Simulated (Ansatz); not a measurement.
## TaS2: pressure series

Consider TaS2 in the CdI2 type structure (space group P-3m1, No. 164; layered, stacked along the Cartesian z axis).

```yaml
crystal:
  lattice:
    - [3.32882, 0.00000, 0.00000]
    - [-1.66441, 2.88285, 0.00000]
    - [0.00000, 0.00000, 5.78549]
  atoms:
    - { symbol: Ta, position: [0.00000, 0.00000, 0.00000] }
    - { symbol: S, position: [0.33333, 0.66667, 0.26700] }
    - { symbol: S, position: [0.66667, 0.33333, 0.73300] }
```

Cell and atoms are relaxed at each pressure.

All numbers come from PBE-D3(BJ), PAW, 420 eV (Ansatz, a quantum-chemistry and plane-wave program; no SOC).

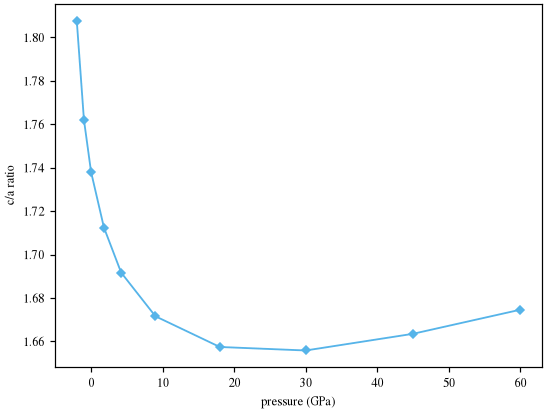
c/a ratio against pressure

### Question
From the plot, what is the c/a ratio for pressure 4.2 GPa?

### Answer
About 1.69.

### Question
Is the trend monotonic over the range shown?

### Answer
No, it turns within the range, spanning 1.656 to 1.808.

Load acts through the strain it causes; cell and atoms are relaxed under it. Stability against distortions was not tested. Competing high-pressure phases were not computed. All final runs are without spin polarisation. An odd electron count without spin: TaS2.
